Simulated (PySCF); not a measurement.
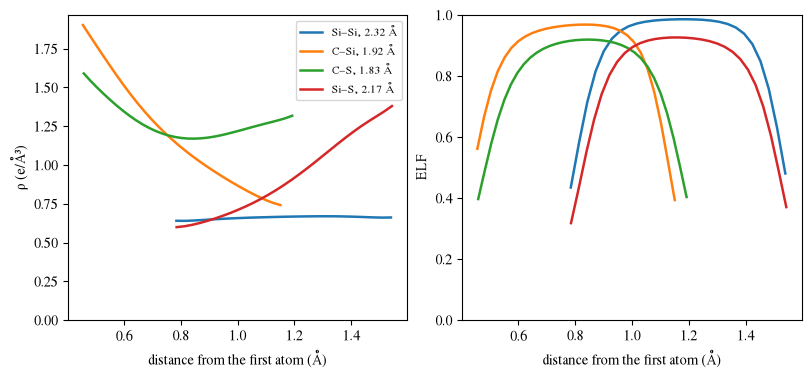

CH₁₀S₂Si₄. Total electron density and electron localisation function along straight lines between neighbouring atoms. The curves leave out the atomic cores.

Geometry: GFN2-xTB.

Level of theory: CAM-B3LYP/def2-SVPD, SCF density, gas phase (PySCF).

Input file:

```
{"job": {"kind": "uv", "xc": "CAM-B3LYP", "basis": "def2-SVPD", "nstates": 8, "ntriplets": 3}, "charge": 0, "multiplicity": 1}
Si    -1.577428     1.589192    -1.276623
Si    -0.151499     0.233182     0.020251
Si    -1.239786    -1.211129     1.480774
S     -2.496143    -2.234876     0.043336
Si     1.927788    -0.496222    -0.837329
C      2.636019     0.855937     0.323537
S      1.187232     1.507578     1.240699
H     -2.520654     2.347861    -0.451455
H     -0.851753     2.545657    -2.117024
H     -2.337790     0.692347    -2.144978
H     -2.171811    -0.679060     2.476971
H     -0.507441    -2.283035     2.161894
H     -3.125200    -3.012530     0.905142
H      2.473265    -1.806995    -0.468104
H      2.302019    -0.222639    -2.228207
H      3.350332     0.494404     1.059469
H      3.095852     1.692359    -0.198263
```

Launched as:

```sh
OMP_NUM_THREADS=1 python probes_run.py task.json out
```

Question: What can be read from the curves?

Answer: Si–Si (2.32 Å): the density is about 0.67 e/Å³ at the midpoint; the ELF peaks at about 1 between the atoms; localised, covalent bonding.
C–Si (1.92 Å): the density is about 0.91 e/Å³ at the midpoint; the ELF peaks at about 0.95 between the atoms, as expected for localised, covalent bonding.
C–S (1.83 Å): the density is about 1.2 e/Å³ at the midpoint; the ELF peaks at about 0.90 between the atoms; localised, covalent bonding.
Si–S (2.17 Å): ρ at the midpoint is about 0.78 e/Å³; the ELF peaks at about 0.95 between the atoms; localised, covalent bonding.
